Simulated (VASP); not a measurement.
```
Tl Bi O
1.0
     6.85088    0.00000    0.00000
     0.00000    0.00000   -6.85088
     0.00000    6.85088    0.00000
Tl Bi O
4 4 16
Cartesian
  5.1382 1.7127 -5.1382
  1.7127 5.1382 -5.1382
  1.7127 1.7127 -1.7127
  5.1382 5.1382 -1.7127
  3.4254 0.0000 -3.4254
  0.0000 3.4254 -3.4254
  0.0000 0.0000 0.0000
  3.4254 3.4254 0.0000
  2.5675 2.5675 -4.2834
  5.9929 5.9929 -4.2834
  5.9929 2.5675 -0.8579
  2.5675 5.9929 -0.8579
  2.5675 0.8579 -5.9930
  5.9929 4.2833 -5.9930
  5.9929 0.8579 -2.5676
  2.5675 4.2833 -2.5676
  0.8579 0.8579 -4.2834
  4.2833 4.2833 -4.2834
  4.2833 0.8579 -0.8579
  0.8579 4.2833 -0.8579
  0.8579 2.5675 -5.9930
  4.2833 5.9929 -5.9930
  4.2833 2.5675 -2.5676
  0.8579 5.9929 -2.5676
```

Space group F-43m; a generated structure, not necessarily the stable one.

These are results of VASP, Kohn-Sham DFT of a periodic cell, PBE, VASP PAW PBE potentials, recommended, not measurements.

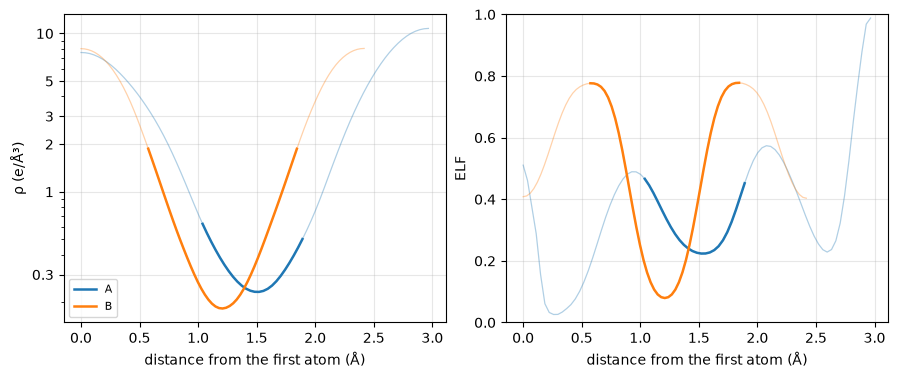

TlBiO4. Valence pseudo-density and electron localisation function along straight lines between neighbouring atoms. Thin, pale parts lie inside the atomic spheres.

Core electrons are frozen (PAW), and the valence fields are smoothed inside the atomic spheres.

Which curve belongs to which contact (O–O and Tl–Bi)? The first atom named is at distance zero.

Answer. Curve A: Tl–Bi (2.97 Å): ρ is about 0.23 e/Å³ halfway; the ELF is about 0.25 at the midpoint (no localised pair shows between them). Curve B: O–O (2.42 Å): the density is about 0.18 e/Å³ at the midpoint; the ELF is about 0.10 at the midpoint; no localised pair shows between them.
